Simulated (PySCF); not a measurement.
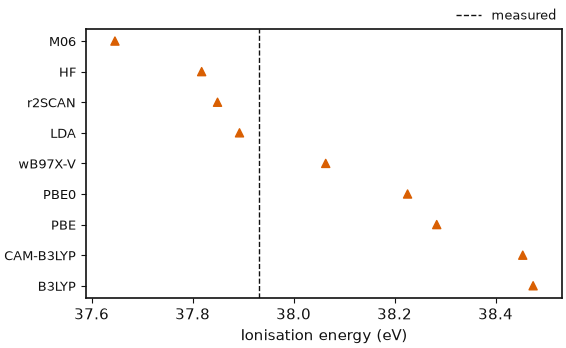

The ionisation energy of B²⁺ ([He] 2s → 1s²) across levels of theory. PySCF, aug-cc-pVQZ, non-relativistic, unrestricted single determinants, no spin-orbit coupling.

> How do the methods compare?

The values run from 37.646 eV (M06) to 38.474 eV (B3LYP). The measured value is 37.931 eV; nearest to it come LDA (−0.038) and r2SCAN (−0.081), furthest B3LYP (+0.544 eV).

| Method | Ionisation energy (eV) |
| --- | --- |
| HF | 37.818 |
| LDA | 37.893 |
| PBE | 38.284 |
| PBE0 | 38.226 |
| r2SCAN | 37.849 |
| B3LYP | 38.474 |
| wB97X-V | 38.064 |
| CAM-B3LYP | 38.454 |
| M06 | 37.646 |
